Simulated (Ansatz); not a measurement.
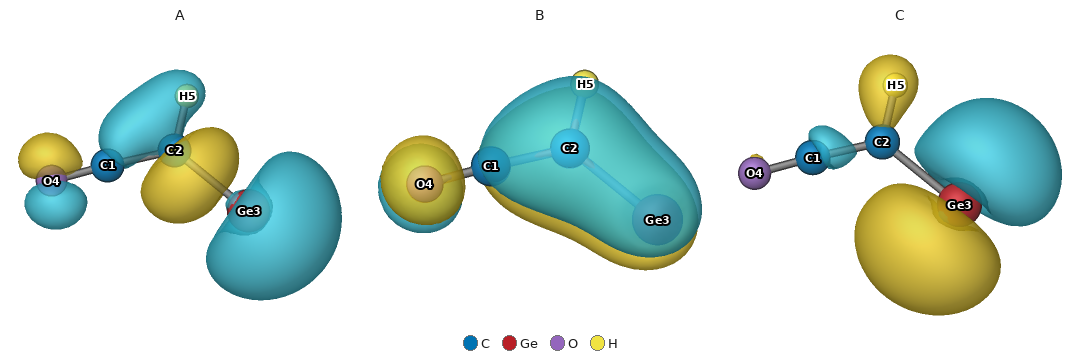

The picture shows: C2HGeO (SMILES O=[C+][CH]=[Ge]) (charge +1). Three frontier orbitals at ±0.1 Å⁻³ᐟ² (yellow and cyan are the two phases), in no order.

Geometry: PBE0-D3(BJ)/def2-SVP.

Method: isolated molecule in a Gaussian basis; Kohn-Sham density functional theory, functional PBE0 (Ansatz 0.2.0).

```
atom   x (Å)   y (Å)    z (Å)
   C  0.4363  1.5987  -1.9642
   C  0.7601  2.6807  -1.2336
  Ge  2.2279  2.8953  -0.0906
   O  0.2033  0.6606  -2.5638
   H  0.0759  3.5431  -1.3213
```

Which picture is the HOMO−1, the HOMO and the LUMO?

Answer. A is the HOMO−1 (−14.60 eV). By Hirshfeld shares it lies mainly on Ge3 (about 60 %), C2 (about 25 %) and O4 (about 5 %); it is symmetric in the molecular plane (an in-plane orbital: σ, lone-pair or in-plane π type). B is the HOMO (−13.58 eV). It lies mainly on C2 (about 45 %), Ge3 (about 20 %), O4 (about 15 %) and C1 (about 15 %); it changes sign across the molecular plane (π type); π-bonding across C2–Ge3; π-antibonding (a node) across C1–O4. C is the LUMO (−9.10 eV). It lies mainly on Ge3 (about 90 %) and C2 (about 5 %); it is symmetric in the molecular plane (an in-plane orbital: σ, lone-pair or in-plane π type).

What is the HOMO–LUMO gap?

Answer. 4.48 eV between the orbital energies.
